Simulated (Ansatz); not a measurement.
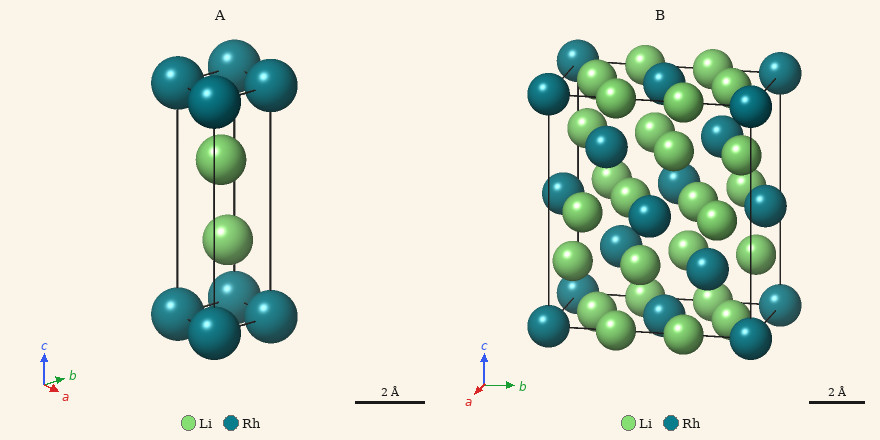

Two structures of Li2Rh, each relaxed to rest (conventional cells in solid outline, small ones repeated, not to one scale). Method: DFT PBE, scalar-relativistic, plane waves, PAW (Ansatz), without spin polarisation.

Name structures A and B.

Answer. A: 3 atoms a cell on a primitive hexagonal lattice, P-3m1. B: 24 atoms a cell on a face-centred orthorhombic lattice, Fddd.

Which structure is more stable?

Answer. A is lower, by 128 meV/atom at this level of theory (energies at zero smearing). Volumes: A 14.7, B 13.1 Å³/atom.

One or both may be structure types tried for this composition rather than known phases.
